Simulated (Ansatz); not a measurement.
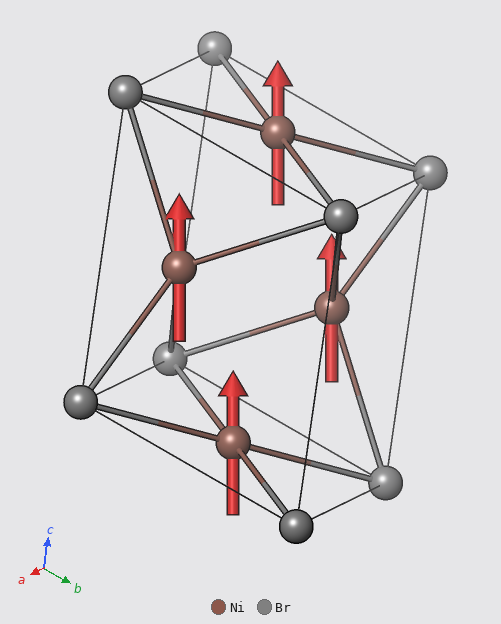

The figure gives a ball-and-stick picture of the atoms, viewed slightly off an axis. The cell (the run's own, in a reduced setting) is outlined; an atom on or near a face, edge or corner is repeated at each equivalent position. Arrows are the site magnetic moments above 0.25 μB (those induced on non-metal atoms are left out); longer means larger, and red and blue are up and down (without spin-orbit coupling the axis itself is arbitrary).

This is the state reached for Ni3Br. Setup: DFT PBE, scalar-relativistic, plane waves, PAW (Ansatz 0.2.0); E_cut = 420 eV, k-points about 0.13 Å⁻¹ apart, Gaussian smearing of 0.1 eV, collinear spins.

**Characterise the magnetic order.**

Ferromagnetic (within this cell). Site moments: 3 Ni +0.5 μB. The net spin moment of the whole cell is 1.5 μB.

The cell started as a textbook structure type filled with these elements (whether it is the usual form wasn't checked). The structure drawn was relaxed with DFT PBE, scalar-relativistic, plane waves, PAW (Ansatz 0.2.0).
